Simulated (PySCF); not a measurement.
C₄H₁₁NSi₂

```xyz
18

C     3.6077   -0.3774   -0.1634
N     2.4252   -0.6939   -0.0007
Si    0.7903   -1.0563    0.2158
C    -0.0666    0.4893   -0.4431
Si   -0.8505    1.8381    0.6217
C    -1.6028    0.5530   -0.5362
C    -2.4132   -0.6098   -0.0189
H     4.1791   -0.6839   -1.0469
H     4.1603    0.2254    0.5661
H     0.5231   -1.2850    1.6436
H     0.4298   -2.2619   -0.5481
H     0.4198    0.8559   -1.3432
H    -0.7756    3.2208    0.1784
H    -0.9956    1.6231    2.0504
H    -1.9646    0.8841   -1.5069
H    -3.4681   -0.3430    0.0412
H    -2.0785   -0.9076    0.9715
H    -2.3197   -1.4712   -0.6812
```

Geometry: GFN2-xTB.

Method: PySCF 2.14.0, PBE0/pcSseg-1, SCF density, gas phase, non-relativistic.

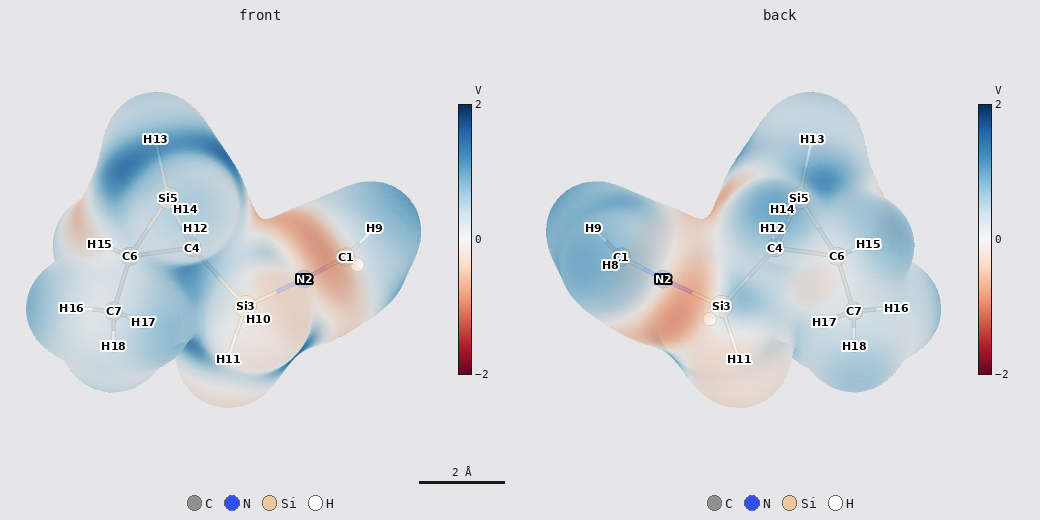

Figure 1. The electrostatic potential painted on the density surface at 0.004 e/bohr³, seen from the front and from behind; the colour scale runs from red (negative) to blue (positive).

Question: Describe the electrostatic potential map.

Answer: The most negative region (about −0.9 V) lies over N2, the most positive (about +1.6 V) over Si3 and Si5.

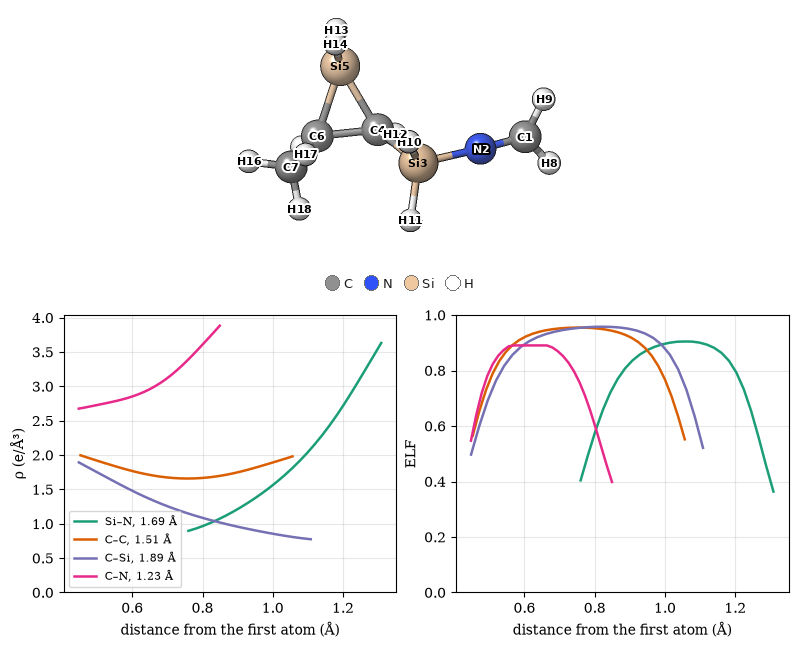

Figure 2. Electron density and electron localisation function along straight lines between neighbouring atoms. The curves leave out the atomic cores. The structure is drawn too.

Question: What kind of bonding do the profiles show?

Answer: Si–N (1.69 Å): ρ at the midpoint is about 1.1 e/Å³; the ELF peaks at about 0.90 between the atoms (a shared but strongly polarised pair).
C–C (1.51 Å): the density is about 1.7 e/Å³ at the midpoint; the ELF peaks at about 0.95 between the atoms; localised, covalent bonding.
C–Si (1.89 Å): ρ is about 0.91 e/Å³ halfway; the ELF peaks at about 0.95 between the atoms; a shared electron pair.
C–N (1.23 Å): the density is about 2.9 e/Å³ at the midpoint; the ELF peaks at about 0.90 between the atoms: a multiple bond.
